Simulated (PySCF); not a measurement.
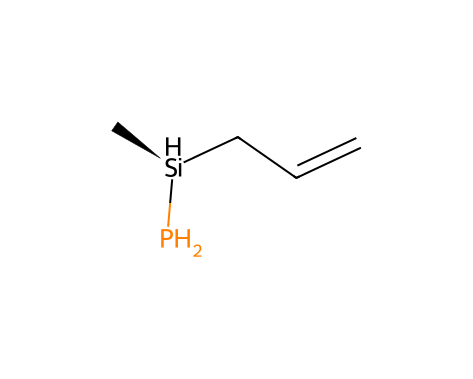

The geometry was computed by an optimisation with PBE0-D3(BJ)/def2-SVP. No frequency run is at hand to confirm it as a minimum. Program: PySCF 2.14.0.

Compare HOMO–LUMO gap (eV), dipole (D) at these levels: BHandHLYP/aug-pcX-1 (pcseg-1 on H) (def2-SVPD on Si) (def2-SVPD on P); PBE0/def2-SVPD; PBE0/def2-SVPD in acetone (IEF-PCM); PBE0/def2-SVPD in cyclohexane (IEF-PCM); PBE0/pcSseg-1 in acetone (IEF-PCM); PBE0/pcSseg-1 in cyclohexane (IEF-PCM).

| level | HOMO–LUMO gap (eV) | dipole (D) |
| --- | --- | --- |
| BHandHLYP/aug-pcX-1 (pcseg-1 on H) (def2-SVPD on Si) (def2-SVPD on P) | 8.68 | 1.01 |
| PBE0/def2-SVPD | 7.07 | 1.02 |
| PBE0/def2-SVPD in acetone (IEF-PCM) | 7.09 | 1.52 |
| PBE0/def2-SVPD in cyclohexane (IEF-PCM) | 7.07 | 1.19 |
| PBE0/pcSseg-1 in acetone (IEF-PCM) | 7.24 | 1.70 |
| PBE0/pcSseg-1 in cyclohexane (IEF-PCM) | 7.24 | 1.37 |
